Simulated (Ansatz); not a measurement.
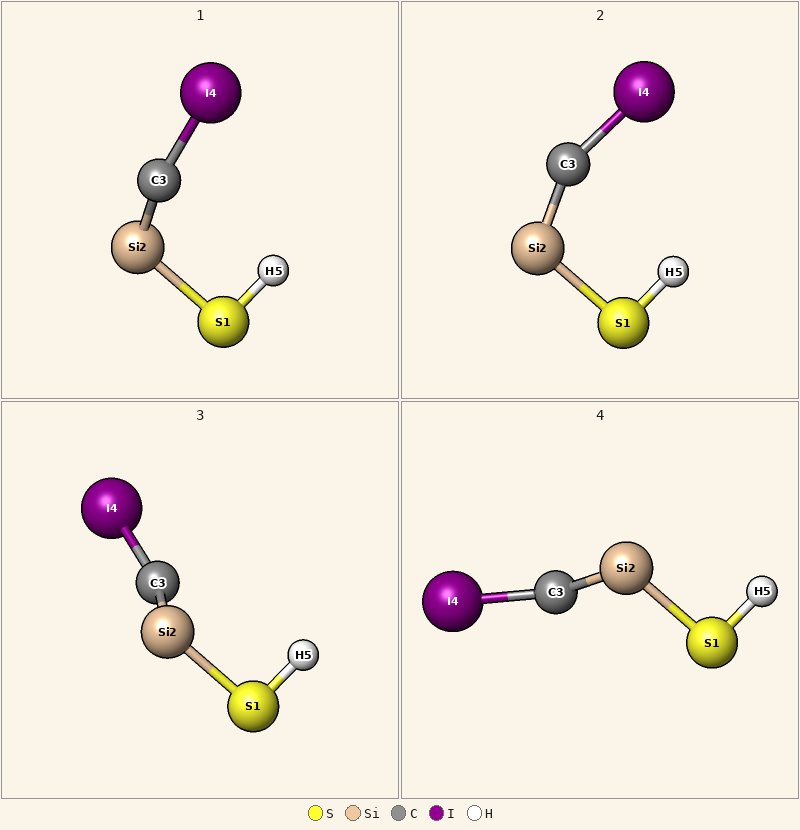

CHISSi, SMILES S[Si]#CI. First axis: dihedral H5–S1–Si2–C3. Second axis: dihedral S1–Si2–C3–I4. Nothing is relaxed (all other coordinates rigid). The grid has 10 × 10 points; 52 points were computed and 48 follow by symmetry. Points are written as (first, second). All energies are given in kJ/mol relative to the lowest grid point. Method: Ansatz, RKS PBE-D4/def2-TZVP.

The numbered pictures are structures from this grid.

Question: Which is the most stable, and how do the others follow?

Answer: 4, at (144°, 144°): 6 kJ/mol; 3, at (72°, −180°): 18 kJ/mol; 1, at (−36°, 72°): 44 kJ/mol; 2, at (0°, 0°): 80 kJ/mol.

The map, with the structures marked:

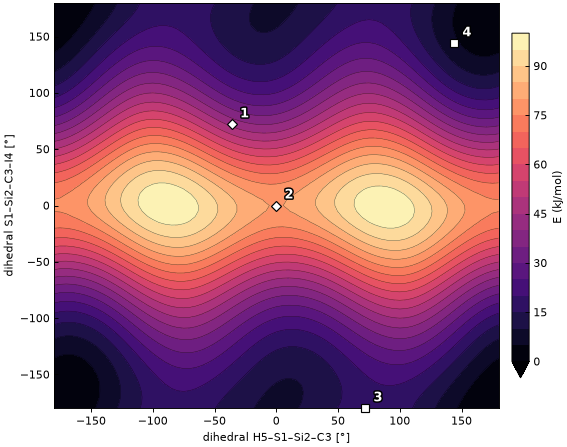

The picture shows filled contours. Between grid points the surface is interpolated.
